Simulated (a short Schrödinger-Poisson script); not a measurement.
Structure: gated Al0.4Ga0.6N/GaN polarisation-induced gas, at 77 K.

| layer | material | thickness (nm) | Na (cm⁻³) |
|---|---|---|---|
| 1 | Al0.4Ga0.6N | 15 | - |
| 2 | GaN | 6000 | 2e14 |

The device is made up for the run: typed textbook-type constants, with dimensions and the other settings drawn at random. Al0.4Ga0.6N: permittivity 9.26, conduction-band edge (eV) 0.58, gap (eV) 4.258, electron mass (mₑ) 0.248, Nv at 300 K (cm⁻³) 4.6e19. GaN: permittivity 9.5, conduction-band edge (eV) 0, gap (eV) 3.43, Nv at 300 K (cm⁻³) 4.6e19.

Channel valleys (confinement mass, in-plane density-of-states mass, number): Γ 0.2, 0.2, 1. At the gate the conduction-band edge of layer 1 lies 1.36 eV − eVg above the Fermi level of the channel; the field vanishes at the back. Sheet of polarisation charge: +2e13 e/cm² at 15 nm from the gate. The barrier under the gate holds no holes. Gaps are held at their typed values at every temperature. Mesh 0.08 nm at interfaces.

Solved with a short Schrödinger-Poisson script written for these runs: 1D Poisson equation in equilibrium, electrons quantum, Hartree plus LDA exchange-correlation (BenDaniel-Duke, 40 states a valley, the channel's in-plane mass for all, wave functions free to enter the barrier), parabolic valleys, classical holes, full ionisation, no traps, pinning or gate leakage.

Only gate voltages with over 1e8 electrons/cm² are shown.

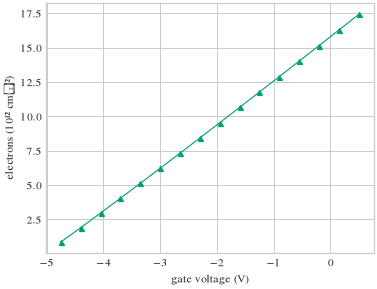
*Sheet density against gate voltage*

```
Vg (V)  electrons (cm⁻²)  in the channel layer  C (μF/cm²)  Γ E0 (meV)  Γ E1 (meV)
------  ----------------  --------------------  ----------  ----------  ----------
0.5              1.74e13               1.60e13       0.521      -187.3       -20.4
0.15             1.63e13               1.51e13       0.519      -176.3       -17.7
-0.2             1.51e13               1.41e13       0.518      -165.2       -15.1
-0.55            1.40e13               1.32e13       0.516      -154.0       -12.5
-0.9             1.29e13               1.22e13       0.514      -142.6       -10.0
-1.25            1.18e13               1.12e13       0.513      -131.2        -7.5
-1.6             1.06e13               1.02e13       0.511      -119.6        -5.0
-1.95            9.53e12               9.17e12       0.509      -108.0        -2.4
-2.3             8.42e12               8.14e12       0.507       -96.2         0.3
-2.65            7.32e12               7.11e12       0.505       -84.2         3.2
-3               6.22e12               6.07e12       0.502       -72.1         6.3
-3.35            5.12e12               5.02e12       0.499       -59.8         9.8
-3.7             4.03e12               3.97e12       0.496       -47.4        13.5
-4.05            2.96e12               2.92e12       0.491       -34.9        17.3
-4.4             1.89e12               1.88e12       0.483       -22.1        20.7
-4.75            8.53e11               8.50e11       0.466        -8.3        23.2
```

Subbands count from the Fermi level.
